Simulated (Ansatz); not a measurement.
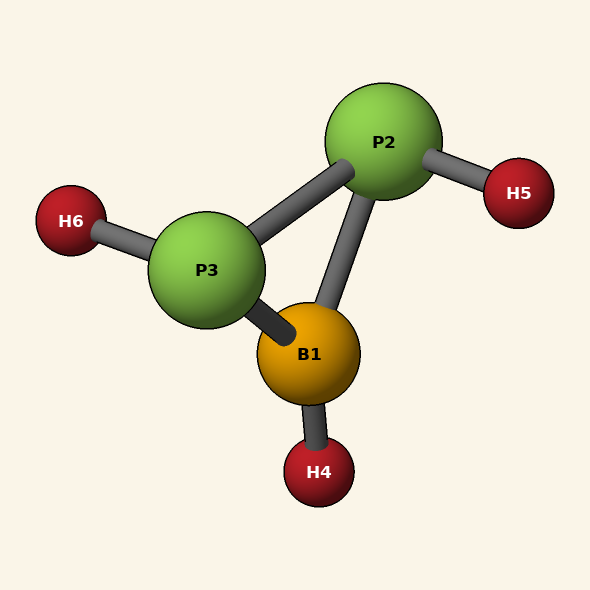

The questions are on Mulliken charges. Computed geometry: PBE-D4/def2-SVP optimisation. No frequency run is at hand to confirm it as a minimum. Properties computed with RKS PBE-D4/def2-SVP (Ansatz 0.2.0).

List the Mulliken charges.

| atom | value (e) |
| --- | --- |
| B1 | −0.04 |
| P2 | −0.04 |
| P3 | −0.04 |
| H4 | 0.03 |
| H5 | 0.04 |
| H6 | 0.04 |

Mulliken values depend strongly on the basis set and can even reverse the polarity of a bond.
